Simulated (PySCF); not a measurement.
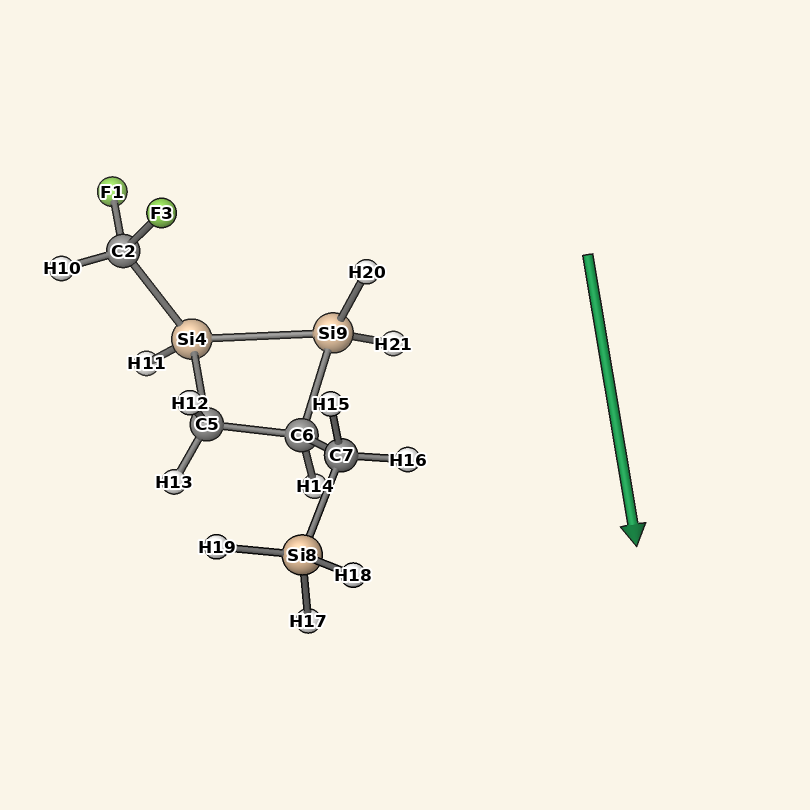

The arrow beside the molecule shows the direction of the dipole moment, from the negative to the positive end (its length means nothing). The geometry was computed by an optimisation with GFN2-xTB. No frequency run is at hand to confirm it as a minimum. Properties computed with PBE0/pcSseg-1, gas phase (PySCF 2.14.0).

### Estimate the dipole moment.

1.87 D; it points from the side of F1 to the side of H17 (the outermost atoms at the two ends).

The geometry is semi-empirical. Around Si such bond lengths and angles can be off by a tenth of an ångström or more and by several degrees, and values that hang on the shape move with them.
